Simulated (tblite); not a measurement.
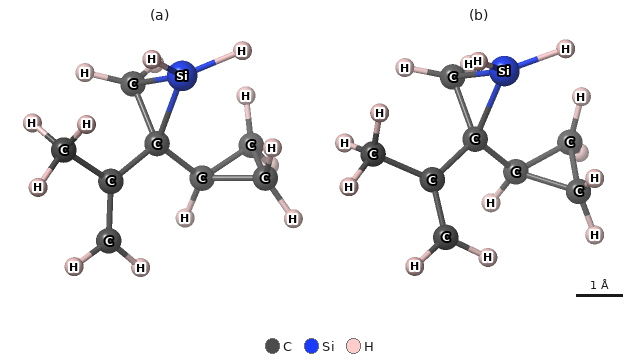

The structure of C$_{8}$H$_{14}$Si before (left) and after (right) a relaxation, at one scale.

Style: ball-and-stick. Shown at a tilt.

Level of theory: GFN2-xTB geometry optimisation, gas phase (tblite 0.8.0). 

Describe what moved and what it gained.

Over 148 geometry steps the energy falls by 15.5 kcal/mol. The largest move after the best rigid fit is that of an H atom, 0.97 Å. Largest moves by element: H 0.97 Å, C 0.59 Å, Si 0.16 Å. Near-neighbour distances that change, for instance: C–Si 1.873 → 1.917 Å, C–H 1.129 → 1.087 Å, C–C 1.518 → 1.542 Å, C–C 1.522 → 1.497 Å. Among the angles between lasting bonds that change: Si–C–H 111.6° → 119.0°, C–C–C 115.2° → 122.0°, H–C–H 113.8° → 108.1°. Groups turn about C–C by about 25°. Cost: 2.5 s on 1 thread of Arm Neoverse N1, on a shared host.
